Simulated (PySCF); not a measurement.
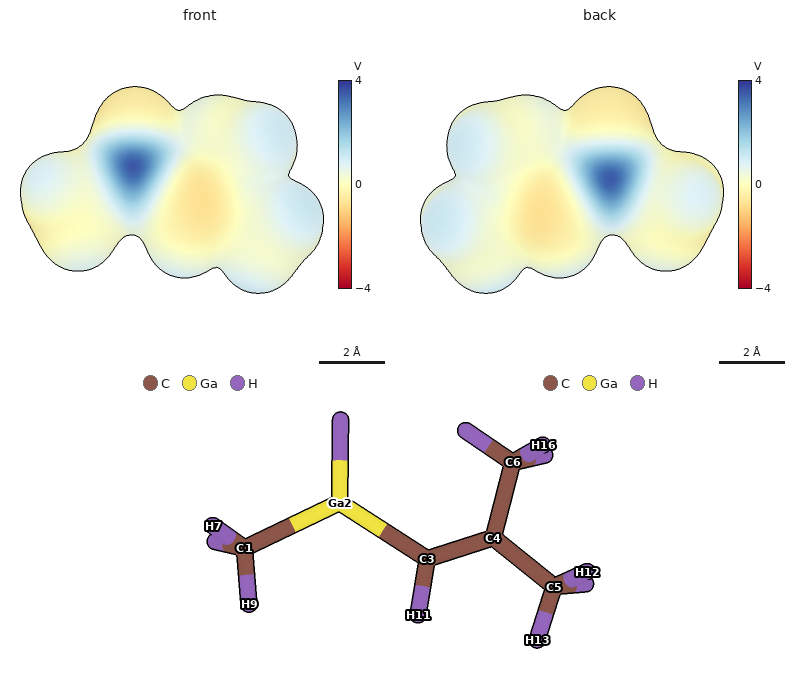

Figure. C5H11Ga. The molecular electrostatic potential painted on the density surface at 0.004 e/bohr³, seen from the front and from behind; the colour scale runs from red (negative) to blue (positive). The bare structure is drawn below in the same view.

Geometry: GFN2-xTB.

Theory: PySCF 2.14.0, PBE0/def2-SVPD, SCF density, gas phase.

```tsv
atom	x (Å)	y (Å)	z (Å)
C	3.5052	-0.3837	0.2635
Ga	1.6898	0.5261	0.1898
C	0.0019	-0.5354	-0.0359
C	-1.2597	-0.1061	-0.1157
C	-2.4326	-1.0306	-0.2808
C	-1.6137	1.3489	-0.0460
H	4.1822	0.0106	-0.5011
H	3.9930	-0.2280	1.2310
H	3.4147	-1.4638	0.1065
H	1.6852	2.1182	0.3310
H	0.1674	-1.6165	-0.0977
H	-2.9963	-0.7673	-1.1756
H	-2.1151	-2.0673	-0.3603
H	-3.1049	-0.9353	0.5719
H	-0.7119	1.9506	0.0875
H	-2.1168	1.6573	-0.9626
H	-2.2952	1.5345	0.7846
```

Where is the surface potential most negative and most positive?

The most negative region (about −0.8 V) lies over the π face of C3 and C4, the most positive (about +3.4 V) over Ga2.
